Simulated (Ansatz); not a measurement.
FH2NSi

```json
{"atom": "N", "x (Å)": "-0.6304", "y (Å)": "-1.0491", "z (Å)": "0.1480"}
{"atom": "Si", "x (Å)": "0.3411", "y (Å)": "0.2181", "z (Å)": "0.0744"}
{"atom": "F", "x (Å)": "0.1761", "y (Å)": "1.6817", "z (Å)": "-0.6547"}
{"atom": "H", "x (Å)": "-1.5450", "y (Å)": "-1.0590", "z (Å)": "-0.3056"}
{"atom": "H", "x (Å)": "1.6582", "y (Å)": "0.2083", "z (Å)": "0.7378"}
```

The calculation used RKS B3LYP-D4/cc-pVDZ in Ansatz 0.2.0.

**What can the converged electron density and electron localisation function tell about the bonding?**

Si–N (1.60 Å): ρ at the midpoint is about 1.3 e/Å³; the ELF peaks at about 0.85 between the atoms: a polar covalent bond.
Si–F (1.64 Å): ρ at the midpoint is about 0.9 e/Å³; the ELF peaks at about 0.85 in the valence shell of F, 0.6 Å from its nucleus, and is about 0.40 at the midpoint.
N–H (1.02 Å): ρ at the midpoint is about 2.7 e/Å³; the ELF climbs to about 1 towards the hydrogen, as it does in any bond to H: a covalent bond by its length.
Si–H (1.47 Å): ρ is about 0.78 e/Å³ halfway; the ELF climbs to about 1 towards the hydrogen.

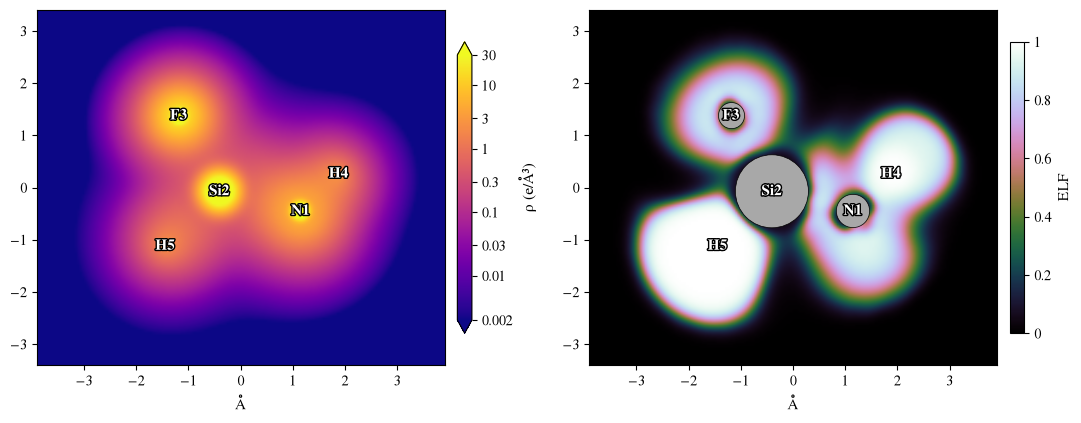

Computed electron density and electron localisation function on the molecular plane, in this order. Grey discs cover the atomic cores in the ELF map. 
